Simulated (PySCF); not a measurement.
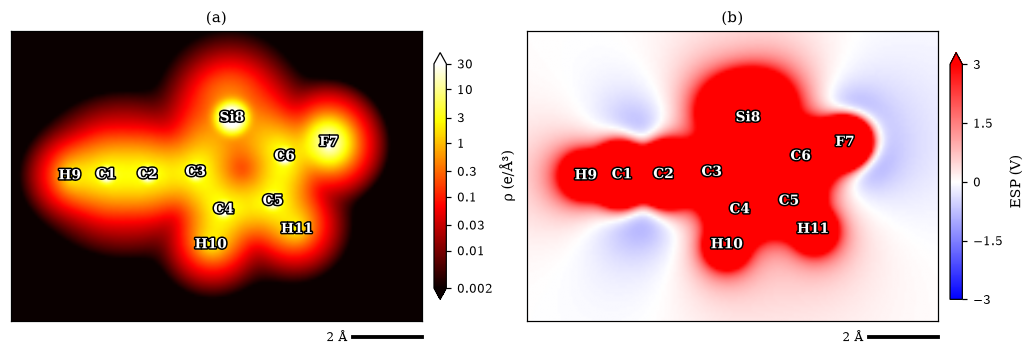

The picture shows: C₆H₅FSi (SMILES C#CC1=CC=C(F)[SiH2]1). (a) electron density; (b) molecular electrostatic potential on the plane of atoms C2, C3 and C4.

Geometry: GFN2-xTB.

Computed with PBE0/pcSseg-1, SCF density, gas phase, non-relativistic in PySCF 2.14.0.

```json
{"atom": "C", "x (Å)": "-0.0333", "y (Å)": "-0.1058", "z (Å)": "-3.1432"}
{"atom": "C", "x (Å)": "-0.0820", "y (Å)": "-0.0321", "z (Å)": "-1.9426"}
{"atom": "C", "x (Å)": "-0.0886", "y (Å)": "0.0258", "z (Å)": "-0.5473"}
{"atom": "C", "x (Å)": "-1.0636", "y (Å)": "0.6129", "z (Å)": "0.1845"}
{"atom": "C", "x (Å)": "-0.9150", "y (Å)": "0.5825", "z (Å)": "1.6225"}
{"atom": "C", "x (Å)": "0.1933", "y (Å)": "-0.0353", "z (Å)": "2.0535"}
{"atom": "F", "x (Å)": "0.4893", "y (Å)": "-0.1540", "z (Å)": "3.3641"}
{"atom": "Si", "x (Å)": "1.2395", "y (Å)": "-0.6891", "z (Å)": "0.6095"}
{"atom": "H", "x (Å)": "-0.0098", "y (Å)": "-0.1596", "z (Å)": "-4.1904"}
{"atom": "H", "x (Å)": "-1.9273", "y (Å)": "1.0900", "z (Å)": "-0.2553"}
{"atom": "H", "x (Å)": "-1.6546", "y (Å)": "1.0309", "z (Å)": "2.2678"}
{"atom": "H", "x (Å)": "1.3161", "y (Å)": "-2.1470", "z (Å)": "0.5830"}
{"atom": "H", "x (Å)": "2.5317", "y (Å)": "-0.0187", "z (Å)": "0.4977"}
```

What does the map show?

- Atoms in the plane: C, F, Si and H.
- C–C (1.20 Å): ρ at the midpoint is about 2.7 e/Å³.
- C–F (1.35 Å): ρ is about 2.2 e/Å³ halfway, with its minimum of 1.7 e/Å³ about 0.5 Å from C.
- C–Si (1.90 Å): ρ at the midpoint is about 0.92 e/Å³.
- C–H (1.05 Å): the density is about 2.2 e/Å³ at the midpoint.
- C–C (1.34 Å): ρ is about 2.3 e/Å³ halfway.
- Outside the dense part of the molecule the potential is most negative (−0.8 V) near C1.
